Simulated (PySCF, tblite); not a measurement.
**C₃H₇FO₂S: dynamics, then NMR shifts on frames**

How do NMR shifts of C₃H₇FO₂S (`C[C@H](F)S(C)(=O)=O`) change as the atoms move?

Programs: tblite 0.8.0 and PySCF 2.14.0, with density-fitted response routines of our own. Each step states its level of theory. These are calculated values for one molecule in the gas phase, unless marked as measured. Atoms count from 0, in the outputs and in this text.

### 1 The molecule as given

14 atoms, charge 0, multiplicity 1; geometry from: GFN2-xTB.

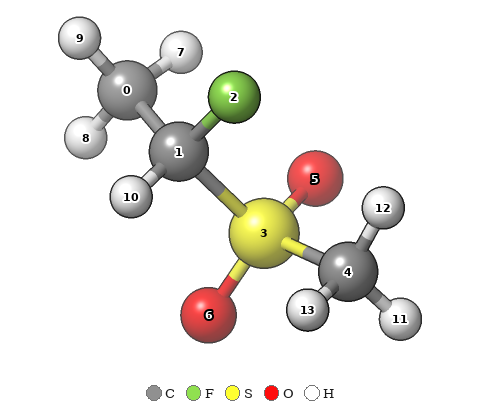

The starting geometry (carbon grey, fluorine green, sulfur yellow, oxygen red, hydrogen white), atoms numbered.

### 2 A short Langevin run with GFN2-xTB

Job settings and geometry (Å):

```
{"job": {"kind": "md", "xc": "GFN2-xTB", "basis": "xTB", "temperature": 400, "steps": 2000, "every": 50, "frames": 5}, "charge": 0, "multiplicity": 1}
C      2.035699    -0.210467    -0.223323
C      0.703797    -0.465474     0.426985
F      0.214597    -1.709933     0.131811
S     -0.528370     0.742272    -0.257717
C     -2.138231     0.008440     0.135507
O     -0.372839     0.802018    -1.681391
O     -0.368147     1.961026     0.486025
H      1.916378    -0.273763    -1.303153
H      2.360678     0.793259     0.035751
H      2.779811    -0.933979     0.103844
H      0.702386    -0.355651     1.513628
H     -2.898074     0.672645    -0.257072
H     -2.190360    -0.959812    -0.344701
H     -2.218001    -0.071054     1.211638
```

Method: GFN2-xTB Langevin dynamics, gas phase.

On the command line:

```sh
$ OMP_NUM_THREADS=1 python probes_run.py task.json out
```

This one command runs all jobs of the session in turn.

Standard output:

```text
t/fs     T/K      E/eV
    0.0   309.9   -709.58749
   25.0   222.0   -709.13291
   50.0   277.4   -709.16618
   75.0   227.8   -709.16027
  100.0   213.3   -709.13685
  125.0   311.2   -709.13665
  150.0   269.3   -708.88811
  175.0   396.1   -709.07114
  200.0   417.2   -708.85710
  225.0   441.3   -708.93862
  250.0   337.3   -709.12238
  275.0   391.1   -708.95931
  300.0   400.2   -708.96474
  325.0   279.4   -708.75188
  350.0   398.6   -708.99499
  375.0   471.8   -708.96458
  400.0   348.6   -708.80557
  425.0   413.5   -709.06847
  450.0   376.7   -709.01006
  475.0   303.8   -709.03263
  500.0   315.9   -709.13591
  525.0   297.6   -709.10085
  550.0   253.7   -708.95979
  575.0   308.8   -708.93007
  600.0   362.6   -708.97391
  625.0   369.1   -708.91143
  650.0   382.3   -709.00998
  675.0   345.0   -708.81967
  700.0   464.0   -708.98497
  725.0   379.7   -708.71903
  750.0   548.9   -709.10338
  775.0   319.7   -708.91712
  800.0   359.3   -708.93443
  825.0   373.0   -708.99958
  850.0   394.7   -709.02110
  875.0   358.3   -709.01951
  900.0   455.1   -709.01124
  925.0   300.8   -709.04533
  950.0   260.2   -708.86516
  975.0   295.9   -709.07527
 1000.0   332.0   -709.22069
```

Run time: 10 s. Hardware: 1 thread of Arm Neoverse V1, shared host; peak memory 0.18 GiB.

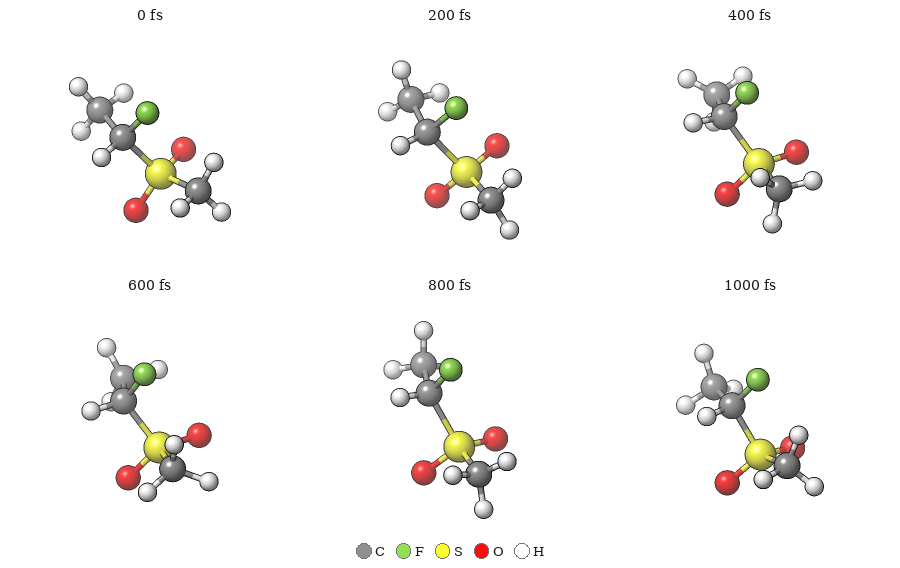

Frames of the run.

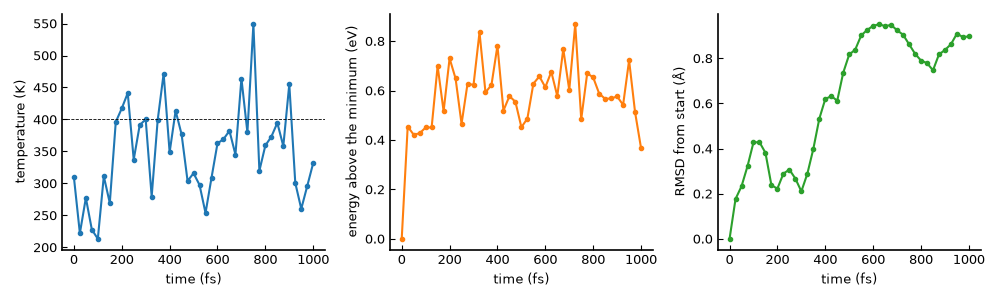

Temperature, potential energy and distance from the start.

Positions (Å) and forces (eV/Å) at 1000 fs:

```xyz
14

C     2.353   -0.295   -0.213    1.240   -0.566    0.495
C     1.204   -0.869    0.542    0.018   -0.737    0.505
F     0.735   -2.110    0.160    0.325    0.280   -0.518
S    -0.143    0.333    0.511   -1.158   -1.468   -1.802
C    -1.474   -0.662    1.179   -0.109    0.420    0.763
O    -0.497    0.736   -0.811   -0.003   -0.052   -0.553
O     0.319    1.332    1.360    0.662    2.230    2.145
H     2.116    0.263   -1.074   -0.865    0.216   -1.177
H     2.841    0.431    0.418    0.177    0.152    0.515
H     3.099   -1.051   -0.469   -0.128   -0.075   -0.013
H     1.421   -0.998    1.609    0.125    0.129   -0.046
H    -1.371   -1.594    0.691    0.124   -0.904   -0.207
H    -1.329   -0.712    2.250    0.007   -0.177    0.046
H    -2.453   -0.299    0.959   -0.415    0.550   -0.154
```

### 3 Shielding tensors: 250 fs, PBE0/pcSseg-1

Job settings and geometry (Å):

```
{"job": {"kind": "nmr", "xc": "PBE0", "basis": "pcSseg-1", "pop": false}, "charge": 0, "multiplicity": 1}
C      2.105300    -0.823500    -0.452200
C      0.796000    -0.845400     0.339900
F      0.094200    -2.068400     0.132100
S     -0.504600     0.409000    -0.278100
C     -1.861500    -0.123900     0.728200
O     -0.752900     0.139800    -1.659600
O     -0.271900     1.782900     0.078300
H      1.840700    -0.625900    -1.496300
H      2.826100    -0.066100    -0.135600
H      2.601400    -1.783800    -0.392200
H      0.682500    -0.757700     1.439600
H     -2.694300     0.466200     0.391400
H     -2.158600    -1.202100     0.664600
H     -1.689100     0.225500     1.771500
```

Level: GIAO PBE0/pcSseg-1 NMR shielding, non-relativistic, gas phase.

Standard output:

```text
coarse grid: 12480 points
cycle   1  E = -765.9865551402  dE =  1.431e+00  |g| = 1.241e+00  |ddm| = 3.424e+00
cycle   2  E = -765.1190651516  dE =  8.675e-01  |g| = 2.489e+00  |ddm| = 2.882e+00
cycle   3  E = -766.2609936022  dE = -1.142e+00  |g| = 1.853e-01  |ddm| = 2.150e+00
cycle   4  E = -766.2672313026  dE = -6.238e-03  |g| = 9.674e-02  |ddm| = 2.351e-01
cycle   5  E = -766.2690253331  dE = -1.794e-03  |g| = 2.172e-02  |ddm| = 7.320e-02
cycle   6  E = -766.2691022929  dE = -7.696e-05  |g| = 7.535e-03  |ddm| = 1.984e-02
cycle   7  E = -766.2691117377  dE = -9.445e-06  |g| = 2.268e-03  |ddm| = 6.122e-03
final grid: 117000 points
cycle   8  E = -766.3413303984  dE = -2.159e-05  |g| = 1.327e-02  |ddm| = 2.562e-02
cycle   9  E = -766.3412742201  dE =  5.618e-05  |g| = 2.142e-02  |ddm| = 2.688e-02
cycle  10  E = -766.3413656570  dE = -9.144e-05  |g| = 2.758e-03  |ddm| = 1.754e-02
cycle  11  E = -766.3413671018  dE = -1.445e-06  |g| = 2.941e-04  |ddm| = 2.197e-03
cycle  12  E = -766.3413671093  dE = -7.565e-09  |g| = 2.377e-04  |ddm| = 3.838e-04
cycle  13  E = -766.3413671194  dE = -1.011e-08  |g| = 3.760e-05  |ddm| = 1.827e-04
cycle  14  E = -766.3413671197  dE = -2.306e-10  |g| = 1.414e-05  |ddm| = 3.889e-05
converged SCF energy = -766.3413671197

GIAO shielding tensors (ppm)
atom      isotropic    diamagn.    paramagn.     s11        s22        s33       span
  0 C      173.545     246.152     -72.607    154.007    175.252    191.374     37.367
  1 C       67.468     255.084    -187.616     45.206     67.177     90.021     44.815
  2 F      335.816     476.089    -140.273    254.299    366.644    386.504    132.205
  3 S      193.096    1053.104    -860.008     53.808    177.224    348.256    294.448
  4 C      145.696     255.178    -109.483    119.303    128.604    189.179     69.876
  5 O      152.107     399.746    -247.639    101.068    125.244    230.009    128.942
  6 O      118.016     401.090    -283.074     70.746     92.357    190.944    120.197
  7 H       29.172      28.973       0.198     24.593     29.357     33.565      8.973
  8 H       29.886      28.146       1.740     25.487     27.151     37.019     11.532
  9 H       30.004      27.219       2.785     25.503     27.708     36.801     11.298
 10 H       25.821      31.948      -6.126     24.162     24.674     28.628      4.466
 11 H       29.255      28.813       0.442     26.674     27.288     33.804      7.130
 12 H       27.642      29.128      -1.487     23.190     26.984     32.751      9.561
 13 H       28.715      29.830      -1.115     25.595     26.289     34.261      8.666
```

Wall time 17 s (1 thread of Arm Neoverse V1, shared host); peak memory 0.74 GiB.

The references, computed at this level on geometries of the same kind, shield at (ppm): ¹H TMS 31.72, ¹³C TMS 186.9, ¹⁹F CFCl3 170.9, ¹⁷O H2O 336.1, ³³S CS2 504. Their shielding less the atom's gives the shift. The references are single molecules in the gas phase, so shifts against H2O, NH3, PH3, H3PO4 or CFCl3 are not on the usual liquid scales and can be off by tens of ppm. Each atom is listed at this fixed geometry, with no averaging over motion; a spectrum would average atoms that exchange fast.

| atoms | environment | σ (ppm) | δ (ppm) |
| --- | --- | --- | --- |
| C1 | sp3 CH bonded to F and S | 67.5 | 119.5 |
| C4 | methyl carbon bonded to S | 145.7 | 41.2 |
| C0 | methyl carbon | 173.5 | 13.4 |
| H10 | hydrogen on an sp3 CH bonded to F and S | 25.82 | 5.90 |
| H12 | hydrogen on a methyl carbon bonded to S | 27.64 | 4.08 |
| H13 | hydrogen on a methyl carbon bonded to S | 28.72 | 3.00 |
| H7 | hydrogen on a methyl carbon | 29.17 | 2.55 |
| H11 | hydrogen on a methyl carbon bonded to S | 29.26 | 2.46 |
| H8 | hydrogen on a methyl carbon | 29.89 | 1.83 |
| H9 | hydrogen on a methyl carbon | 30.00 | 1.71 |
| F2 | fluorine on an sp3 carbon | 335.8 | -164.9 |
| S3 | sulfone sulfur | 193 | 311 |
| O6 | S=O oxygen | 118.0 | 218.1 |
| O5 | S=O oxygen | 152.1 | 184.0 |

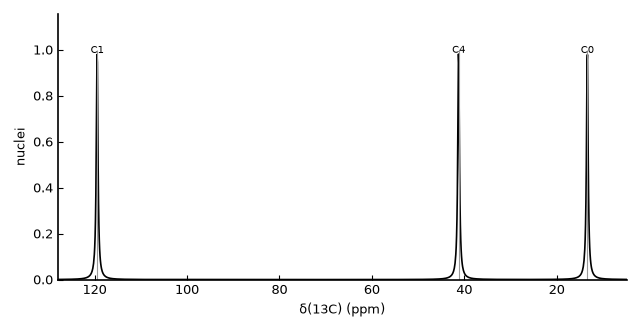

¹³C lines at the computed shifts, without couplings. Lines are broadened to a width of 0.42 ppm (Lorentzian).

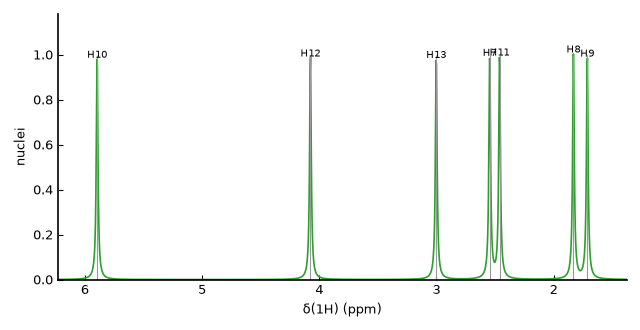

¹H lines at the computed shifts, without couplings. Lines are broadened to a width of 0.02 ppm (Lorentzian).

### 4 NMR shieldings: 425 fs, PBE0/pcSseg-1

Job settings and geometry (Å):

```
{"job": {"kind": "nmr", "xc": "PBE0", "basis": "pcSseg-1", "pop": false}, "charge": 0, "multiplicity": 1}
C      1.973900    -0.481800    -1.029100
C      0.986100    -0.916100     0.060100
F      0.649100    -2.208100    -0.196800
S     -0.413700     0.228800     0.038900
C     -1.831000    -0.589000     0.968000
O     -0.841600     0.308400    -1.318900
O      0.079500     1.403900     0.739900
H      1.436800    -0.783400    -1.926200
H      1.911600     0.626300    -0.844700
H      3.003100    -0.741000    -0.935500
H      1.484100    -0.917800     1.034700
H     -2.461900    -1.027500     0.204500
H     -1.309500    -1.252900     1.678400
H     -2.430600     0.146300     1.508700
```

Method: GIAO PBE0/pcSseg-1 NMR shielding, non-relativistic, gas phase.

Standard output:

```text
coarse grid: 12480 points
cycle   1  E = -765.9933022121  dE =  1.501e+00  |g| = 1.226e+00  |ddm| = 3.424e+00
cycle   2  E = -765.2237871312  dE =  7.695e-01  |g| = 2.385e+00  |ddm| = 2.771e+00
cycle   3  E = -766.2574525763  dE = -1.034e+00  |g| = 1.759e-01  |ddm| = 2.035e+00
cycle   4  E = -766.2629458505  dE = -5.493e-03  |g| = 9.120e-02  |ddm| = 2.165e-01
cycle   5  E = -766.2645042401  dE = -1.558e-03  |g| = 2.145e-02  |ddm| = 7.217e-02
cycle   6  E = -766.2645863946  dE = -8.215e-05  |g| = 7.078e-03  |ddm| = 2.062e-02
cycle   7  E = -766.2645941027  dE = -7.708e-06  |g| = 2.802e-03  |ddm| = 6.238e-03
final grid: 117000 points
cycle   8  E = -766.3363070354  dE = -2.469e-05  |g| = 1.284e-02  |ddm| = 2.491e-02
cycle   9  E = -766.3362570001  dE =  5.004e-05  |g| = 2.058e-02  |ddm| = 2.544e-02
cycle  10  E = -766.3363392262  dE = -8.223e-05  |g| = 2.588e-03  |ddm| = 1.642e-02
cycle  11  E = -766.3363404883  dE = -1.262e-06  |g| = 3.243e-04  |ddm| = 2.116e-03
cycle  12  E = -766.3363404980  dE = -9.754e-09  |g| = 2.618e-04  |ddm| = 4.275e-04
cycle  13  E = -766.3363405104  dE = -1.233e-08  |g| = 3.272e-05  |ddm| = 2.033e-04
cycle  14  E = -766.3363405106  dE = -1.871e-10  |g| = 1.021e-05  |ddm| = 3.174e-05
converged SCF energy = -766.3363405106

GIAO shielding tensors (ppm)
atom      isotropic    diamagn.    paramagn.     s11        s22        s33       span
  0 C      169.036     254.425     -85.389    155.403    167.650    184.054     28.651
  1 C       82.279     251.195    -168.916     57.418     72.800    116.618     59.200
  2 F      361.383     474.039    -112.656    318.274    373.508    392.367     74.092
  3 S      189.686    1053.754    -864.068     35.743    205.974    327.342    291.599
  4 C      131.239     255.431    -124.192     87.070    118.745    187.901    100.832
  5 O      127.834     401.449    -273.615     35.161    137.004    211.337    176.176
  6 O      109.140     401.458    -292.318     62.639     90.276    174.506    111.867
  7 H       29.544      30.489      -0.945     25.074     29.352     34.206      9.132
  8 H       29.174      30.340      -1.166     23.681     30.342     33.497      9.816
  9 H       30.014      29.727       0.287     26.606     26.940     36.495      9.889
 10 H       26.379      31.577      -5.197     24.124     26.610     28.404      4.280
 11 H       28.475      29.730      -1.256     24.909     27.601     32.915      8.006
 12 H       28.074      29.676      -1.602     25.160     26.743     32.319      7.159
 13 H       28.109      28.786      -0.677     25.314     26.390     32.621      7.307
```

It took 16 s on 1 thread of Arm Neoverse V1, shared host; peak memory 0.75 GiB.

This run: δ C1 104.6, C4 55.7, C0 17.9, F2 -190.4, H10 5.34, H12 3.64 ppm.

[end of part 1 of 2]
